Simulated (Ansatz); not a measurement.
**C₂HFO₂: a ladder of functionals and wavefunction methods**

How much do the methods differ for C₂HFO₂? The plan is to run it at one geometry with functionals of several rungs and with coupled cluster. The yardstick is the atomisation energy at the CCSD(T) limit.

Program: Ansatz 0.2.0, Gaussian basis. Level of theory: functionals in def2-TZVPP, the program's frozen cores in correlated methods. These are calculated values, not measurements.

The runs, in order: LDA (SPW92), PBE-D4, revPBE-D4, BLYP-D4, r2SCAN-D4, B97M-V, PBE0-D4, B3LYP-D4, r2SCANh-D4, r2SCAN0-D4, HSE06-D4, BHLYP-D4, CAM-B3LYP-D4, LC-ωPBE, ωB97X-V, ωB97M-V, B2PLYP, PBE-QIDH; CCSD(T)/def2-SVP; CCSD(T)/def2-TZVPP; MP2/def2-QZVPP; extrapolation to the limit; RPA on PBE.

### 1 The geometry

The geometry comes from an earlier relaxation with PBE0-D4 in a triple-zeta def2 set; it is a stationary point.

6 atoms, charge 0, spin multiplicity 1.

Atoms are counted from 1 here; the program's logs count them from 0.

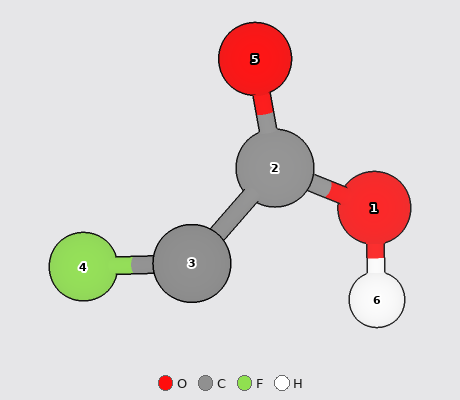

The structure; oxygen red, carbon grey, fluorine green, hydrogen white; atoms are numbered from 1 in the order of the file.

As a file:

```xyz
6

O    -0.1576    0.5537    1.2274
C     0.4530    0.0146    0.1763
C    -0.2248    0.0348   -1.1602
F    -0.5809   -1.1775   -1.4538
O     1.5941   -0.3505    0.1806
H    -1.0417    0.8608    0.9834
```

### 2 LDA

This LDA is Slater exchange with PW92 correlation.

File in.yaml:

```yaml
crystal:
  periodic: [false, false, false]
  atoms:
    - {symbol: O, position_ang: [-0.157596, 0.553714, 1.227389]}
    - {symbol: C, position_ang: [0.452981, 0.014615, 0.176317]}
    - {symbol: C, position_ang: [-0.224764, 0.034808, -1.160191]}
    - {symbol: F, position_ang: [-0.580915, -1.177535, -1.453762]}
    - {symbol: O, position_ang: [1.594055, -0.350530, 0.180622]}
    - {symbol: H, position_ang: [-1.041660, 0.860827, 0.983426]}
basis:
  gaussian: {orbitals: def2-TZVPP}
hamiltonian: {xc: lda}
output: {orbitals: {seedname: orbitals}}
```

On the command line:

```bash
ansatz run in.yaml --threads 2 --pin off --events-out ev --progress --plain --max-ram 4352MiB
```

The runs that follow: PBE-D4 (GGA); revPBE-D4 (GGA); BLYP-D4 (GGA); r2SCAN-D4 (meta-GGA); B97M-V (meta-GGA); PBE0-D4 (hybrid); B3LYP-D4 (hybrid); r2SCANh-D4 (hybrid); r2SCAN0-D4 (hybrid); HSE06-D4 (hybrid); BHLYP-D4 (hybrid); CAM-B3LYP-D4 (range-separated); LC-ωPBE (range-separated); ωB97X-V (range-separated); ωB97M-V (range-separated); B2PLYP (double hybrid); PBE-QIDH (double hybrid); CCSD(T) in def2-SVP; CCSD(T) in def2-TZVPP; MP2 in def2-QZVPP; RPA on PBE orbitals.

**Question.** What will the summary of the whole plan be? Wanted: atomisation energy, CCSD(T)/CBS; farthest beyond LDA; mean size of error, GGA; mean size of error, meta-GGA; mean size of error, hybrid; mean size of error, range-separated; mean size of error, double hybrid; gap, smallest and largest; T1 diagnostic.

The runs gave:

| quantity | value |
| --- | --- |
| atomisation energy, CCSD(T)/CBS | 25.627 eV |
| functionals within 0.128 eV (0.5 %) | B3LYP-D4 |
| farthest beyond LDA | BHLYP-D4 (-1.958 eV) |
| mean size of error, GGA | 1.108 eV |
| mean size of error, meta-GGA | 0.267 eV |
| mean size of error, hybrid | 0.606 eV |
| mean size of error, range-separated | 0.196 eV |
| mean size of error, double hybrid | 0.261 eV |
| gap, smallest and largest | 1.42 eV (LDA (SPW92)), 9.65 eV (LC-ωPBE) |
| T1 diagnostic | 0.0203 |
| triples share of the correlation energy | 4.1 % |

**Reading.** The LDA atomisation energy is off by 6.289 eV (25 %): it overbinds. PBE-D4 is off by +1.869 eV. Double hybrids carry the basis error of their MP2 part in triple zeta, and no dispersion term here, so their miss is partly the set-up's. By mean error the best rung here is range-separated (0.196 eV) and the worst beyond LDA is GGA (1.108 eV). The gap between the best rungs is small, so their order is not settled. The reference freezes the cores and leaves out relativity and excitations past (T), so misses under about 0.128 eV can't be ranked. Hartree-Fock recovers 61 % of the binding; the rest is correlation. CCSD(T) in def2-SVP is off by -1.571 eV, more than most functionals: a good method in a small basis is no reference. The gap grows from 1.4 to 9.6 eV across the functionals, mostly with the share of exact exchange. T1 = 0.020 passes the customary mark of 0.02 by a little. The restricted reference is unstable towards a spin-broken one.
